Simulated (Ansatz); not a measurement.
# Converging the plane-wave cutoff: NbAs (Imm2, 4 atoms in the cell)

```
CELL_PARAMETERS angstrom
     -1.74194     1.74194     5.93455
      1.74194    -1.74194     5.93455
      1.74194     1.74194    -5.93455
ATOMIC_POSITIONS crystal
  Nb 0.75393 0.75393 0.00000
  Nb 0.49972 0.99972 0.50000
  As 0.16728 0.16728 0.00000
  As 0.91728 0.41728 0.50000
```

Computed with PBEsol, default PAW files made with PBE (plane waves; Ansatz, a first-principles code).

Base settings: basis.ecutwfc = 420 eV; kpoints.mp_grid.grid = 5 5 5; hamiltonian.xc = pbesol; hamiltonian.pseudopotentials = {kind: paw} (the program's default PAW files); scf.occupations.method = gaussian; scf.occupations.width = 0.1 eV.

The second cell is the first with its lattice scaled by 0.98.

The mesh stays at the base's, so the ladder's end is converged at best in this setting alone.

The first pressure column holds Ansatz's estimate of the finite-basis (Pulay) stress, which hides part of the cutoff error; the other is without it.

Only quantities that move along the ladder and can be compared are tabulated.

The count of work is k-points × plane waves × bands × iterations; it is no time. 

The starting cell comes from a database of computed structures (which also holds hypothetical and non-ambient phases and stackings), without a prior relaxation at this level. Its lattice was rescaled by up to half a per cent. One atom was moved a little off its site on purpose. Spin polarisation is off. In the base run, with a pressure of about -7 GPa the cell is away from its equilibrium volume at this level. Without a gap this mesh is coarse (it stands for a supercell whose shortest vector is 17 Å).

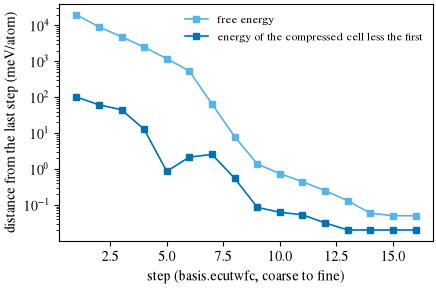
*Distance from the last step along the ladder; very small values are drawn at a floor.*

| basis.ecutwfc | free energy less the last step's (meV/atom) | energy of the compressed cell less the first (meV/atom) | pressure (GPa) | pressure without the Pulay estimate (GPa) | largest difference of a force vector from the last step's (eV/Å) | count of work / last |
|---|---|---|---|---|---|---|
| 145 eV | 19978.36 | 84.37 | -3.56 | -546.92 | 0.551 | 0.064 |
| 170 eV | 9130.94 | -78.97 | -15.61 | -301.38 | 0.379 | 0.081 |
| 190 eV | 4868.86 | -62.08 | -14.87 | -191.54 | 0.077 | 0.089 |
| 210 eV | 2491.25 | -30.05 | -9.46 | -118.79 | 0.126 | 0.093 |
| 230 eV | 1192.13 | -18.16 | -7.63 | -70.09 | 0.057 | 0.12 |
| 250 eV | 534.36 | -15.14 | -6.68 | -40.05 | 0.017 | 0.13 |
| 295 eV | 64.89 | -14.75 | -7.06 | -12.79 | 0.011 | 0.16 |
| 335 eV | 8.03 | -16.74 | -7.34 | -8.16 | 0.002 | 0.19 |
| 380 eV | 1.38 | -17.21 | -7.37 | -7.45 | 0.000 | 0.23 |
| 420 eV | 0.74 | -17.23 | -7.38 | -7.40 | 0.000 | 0.27 |
| 460 eV | 0.44 | -17.24 | -7.38 | -7.39 | 0.000 | 0.31 |
| 505 eV | 0.25 | -17.26 | -7.38 | -7.39 | 0.000 | 0.35 |
| 565 eV | 0.13 | -17.28 | -7.38 | -7.39 | 0.000 | 0.42 |
| 630 eV | 0.06 | -17.29 | -7.38 | -7.39 | 0.000 | 0.49 |
| 735 eV | 0.03 | -17.29 | -7.38 | -7.39 | 0.000 | 0.62 |
| 840 eV | 0.01 | -17.29 | -7.38 | -7.39 | 0.000 | 0.76 |
| 1010 eV | 0.00 | -17.29 | -7.39 | -7.39 | 0.000 | 1.0 |

Coarsest basis.ecutwfc that holds the forces within 0.02 eV/Å of the last step, with all finer ones: 250 eV, at 0.13 of the last step's count of work; the step before is off by 0.057 eV/Å.

Coarsest basis.ecutwfc that holds the energy of the compressed cell less the first within 0.2 meV/atom of the last step, with all finer ones: 380 eV, at 0.23 of the last step's count of work; the step before is off by 0.56 meV/atom.

Coarsest basis.ecutwfc that holds the pressure without the Pulay estimate within 0.1 GPa of the last step, with all finer ones: 380 eV, at 0.23 of the last step's count of work; the step before is off by 0.77 GPa.

The energy difference between the two cells stays within 1 meV/atom of the last step's from 335 eV on, the total only from 420 eV on: much of the error is common to both cells and cancels.

At the lowest cutoff the pressure without the Pulay estimate lies 540 GPa under the last step's, the usual sign of Pulay stress in an incomplete plane-wave basis.

Keys are those of Ansatz 0.2.
